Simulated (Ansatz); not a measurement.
**GaC (quartet): the correlation ladder, aug-cc-pVDZ**

How much of the correlation energy of GaC (quartet) does each wave-function method recover here?

Program: Ansatz 0.2.0, Gaussian basis. Level of theory: aug-cc-pVDZ, core rule «outside noble gas», up to 15 orbitals frozen. These are calculated values, not measurements.

Plan: UHF; CCSD(T) on ROHF; CCSD(T) on UHF; BCCD(T) on ROHF; CISD; CCSDT(Q) on ROHF; CCSDT(Q) on UHF; CASSCF and MRCISD+Q, 7 electrons in 8 orbitals; CASSCF and NEVPT2, 7 electrons in 8 orbitals.

23 further runs of the same task are left out: 18 that didn't finish, 5 set aside as unsound or not needed.

## 1. The geometry

The geometry is a PBE0/def2-TZVPD stationary point (not a proven minimum) of the parent state, kept for this charge and spin. No spin-orbit coupling is included. The filled d shell of Ga may be among the frozen orbitals whatever the setting's name suggests; the logs give the count.

2 atoms, charge 0, spin multiplicity 4.

Atoms are counted from 1 here; the program's logs count them from 0.

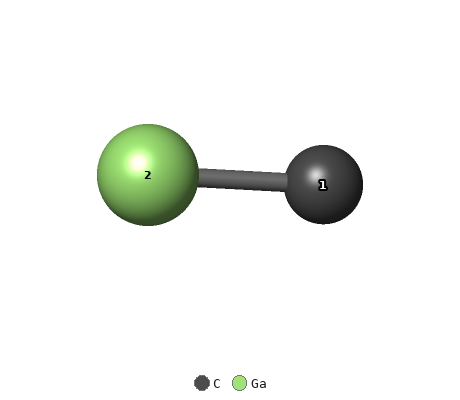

The geometry (carbon dark grey, gallium green); atoms are numbered from 1 in the order of the file.

## 2. UHF

File in.yaml:

```yaml
crystal:
  periodic: [false, false, false]
  atoms:
    - {symbol: C, position_ang: [0.000000, 0.000000, 0.000000]}
    - {symbol: Ga, position_ang: [0.000000, 0.000000, 1.887000]}
basis:
  gaussian: {orbitals: aug-cc-pVDZ}
magnetization: {spin_polarized: true, initial_magnetization: 3}
hamiltonian: {xc: hf}
output: {orbitals: {seedname: orbitals}}
```

On the command line:

```
$ ansatz run in.yaml --threads 1 --pin off --events-out ev --progress --plain --max-ram 2393MiB
```

The runs that follow: CCSD(T) on ROHF; CCSD(T) on UHF; BCCD(T) on ROHF; CISD; CCSDT(Q) on ROHF; CCSDT(Q) on UHF; CASSCF and MRCISD+Q, 7 electrons in 8 orbitals; CASSCF and NEVPT2, 7 electrons in 8 orbitals.

Before running them: what should the planned runs give, taken together? Wanted: UCCSDT(Q) below the RHF energy; RMP2 from UCCSDT(Q); UMP2 from UCCSDT(Q); RCCSD from UCCSDT(Q); RCCSD(T) from UCCSDT(Q); UCCSD(T) from UCCSDT(Q); RCCSDT(Q) from UCCSDT(Q); NEVPT2 valence from UCCSDT(Q); MRCISD+Q valence from UCCSDT(Q).

The runs gave:

```
                         quantity                                        value
   UCCSDT(Q) below the RHF energy                                   -4.0681 eV
              RMP2 from UCCSDT(Q)                                  +1088.1 meV
              UMP2 from UCCSDT(Q)                                  +1055.7 meV
             RCCSD from UCCSDT(Q)                                   +197.3 meV
          RCCSD(T) from UCCSDT(Q)                                    +55.4 meV
          UCCSD(T) from UCCSDT(Q)                                    +50.0 meV
         RCCSDT(Q) from UCCSDT(Q)                                     +5.7 meV
    NEVPT2 valence from UCCSDT(Q)                                   +610.3 meV
  MRCISD+Q valence from UCCSDT(Q)                                     +9.1 meV
levels within 1 kcal/mol (43 meV)  RCCSDT, UCCSDT, RCCSDT(Q), MRCISD+Q valence
                    T1 diagnostic                                        0.057
   effectively unpaired electrons                                         3.04
```

RCCSD(T) lands +55.4 meV from the yardstick (1.4 % of the correlation energy). The occupations are near whole numbers, but T1 = 0.057 shows that the orbitals relax strongly. Of the multireference levels listed MRCISD+Q valence comes nearest in total energy (+9.1 meV), which doesn't show that its space is the better one. These misses are within one basis, not against nature; the frozen cores of restricted and unrestricted runs differ, which can shift their rows.
